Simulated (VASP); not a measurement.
Band structure of AgI (wurtzite). These are LDA (Ceperley-Alder, Perdew-Zunger), VASP's LDA PAW potentials (set 64) (plane waves; VASP) values and carry that method's errors.

Unless said otherwise, spin-orbit coupling is left out, though it shifts the bands of the heavy elements here.

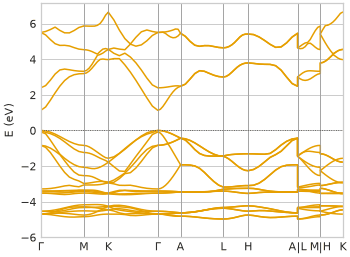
Fig. 1. Bands along high-symmetry lines, zero at the valence-band maximum or, without a gap, the Fermi level

### Question
Read the plot: is there a gap, and where are the band edges?

### Answer
The gap is direct, 1.13 eV, from the valence maximum at Γ to the conduction minimum at Γ. (Edges off the drawn lines would not show.)

The compound is AgI in the wurtzite structure. It was relaxed first, which changed the volume by -7 %.
